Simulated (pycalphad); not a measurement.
Mn-Si solution, phase LIQUID, at 2000 K; mixing quantities and activities refer to the pure elements in the same phase at that temperature, stable or not.

Computed with pycalphad from the COST 507 light-alloy database (1999), at 1 atm. These are 1990s assessments: newer ones move some temperatures and phases.

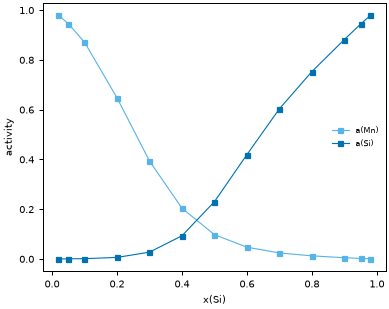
*Activities against composition*

Task: Is the deviation from Raoult's law positive or negative, and how large are the activity coefficients at the dilute ends?

Result: γ(Si) = 0.0074 at x(Si) = 0.02 and γ(Mn) = 0.036 at x(Si) = 0.98; values under 1 are negative deviations, over 1 positive. The enthalpy of mixing is -35.0 kJ/mol at its extreme among the points, x(Si) = 0.5.
